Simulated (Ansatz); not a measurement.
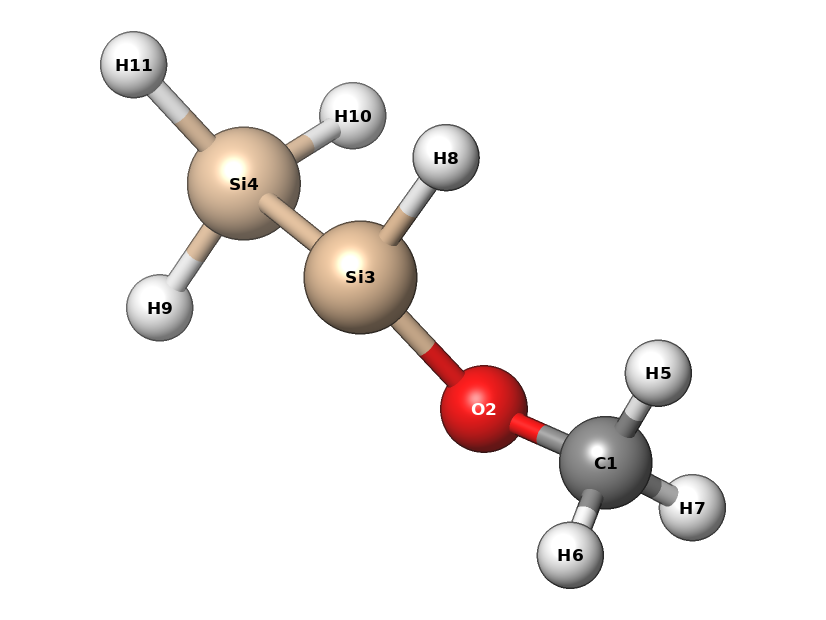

The atoms are numbered. State: neutral, doublet. The geometry was computed by an optimisation with PBE-D4/def2-SVP. No frequency run is at hand to confirm it as a minimum.

What is the geometry at Si3?

Si3 has 3 neighbours (O2 at 1.69, Si4 at 2.35, H8 at 1.52 Å); the arrangement is trigonal pyramidal.

How are the neighbours of atom 1 arranged?

C1 has 4 neighbours (O2 at 1.41, H5 at 1.12, H6 at 1.11, H7 at 1.11 Å); the arrangement is tetrahedral.

What is the geometry at Si4?

Si4 has 4 neighbours (Si3 at 2.35, H9 at 1.50, H10 at 1.51, H11 at 1.51 Å); the arrangement is tetrahedral.

What is the geometry at O2?

O2 has 2 neighbours (C1 at 1.41, Si3 at 1.69 Å); the arrangement is bent.

What is the dihedral angle C1–O2–Si3–Si4?

161° in size, that is anti.
